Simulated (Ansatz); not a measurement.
Cost and result by functional for the adsorption energy of OH on the 1x1 (100) surface of monoclinic HfO2 (cut with top plane 2 O), one in a 1x1 cell, started at the site 'hollow O-O-O', in Ansatz (plane waves, PAW). Single points on the PBE structure, on one kind of machine; costs are rough ratios of the slab run's core time (references not counted) to the cheapest single point. r2SCAN's cost holds its higher cutoff (500 against 420 eV). Differences are taken against r2SCAN for comparison alone: no measured value is at hand, so the table doesn't rank accuracy. The points keep PBE's geometry, so the relaxation of a polaron and the settling of charge on one site are left out.

Host crystal: monoclinic HfO2, with a band gap (PBE, scalar-relativistic without spin-orbit coupling).

Model: 26-atom slab, 9.3 Å thick at the start under the adsorbate (thin: gaps and levels are the slab's own), 4x4x1 mesh, Fermi-Dirac 0.01 eV, dipole correction, 12 atoms held, the rest relaxed; no symmetry held; spin-polarised, ending with about 1.0 μB a cell, a value that depends on the mesh; orders that need a larger cell were not tried, no spin-orbit, no U, no dispersion correction. The slab shows no gap over 0.04 eV on its mesh. At the end it is bonded to 2 Hf. In PBE it is, or lies within 0.03 eV of, the lowest of the starts that converged. These notes are the PBE run's. RPBE: The program's check for a lower electronic state was not made. r2SCAN: The program's check for a lower electronic state was not made. Adsorption energies are against H2O(g) − ½ H2(g). A negative adsorption energy means that the adsorbate is more stable on the surface than in its reference.

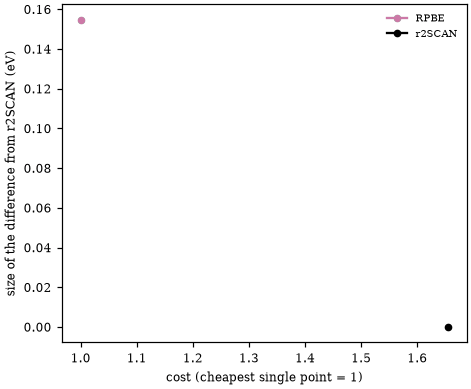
*Difference from r2SCAN against cost*

```json
[
 {"functional": "RPBE", "relative cost": "1", "adsorption energy (eV)": "1.46", "less r2SCAN (eV)": "0.15"},
 {"functional": "r2SCAN", "relative cost": "2", "adsorption energy (eV)": "1.31", "less r2SCAN (eV)": "0.00"},
 {"functional": "PBE (the relaxed run's value)", "relative cost": "–", "adsorption energy (eV)": "1.40", "less r2SCAN (eV)": "0.09"}
]
```

The values span 0.15 eV, while the single points' costs differ by a factor of roughly 2. Differences are of unrounded values.

Ansatz is a first-principles code.
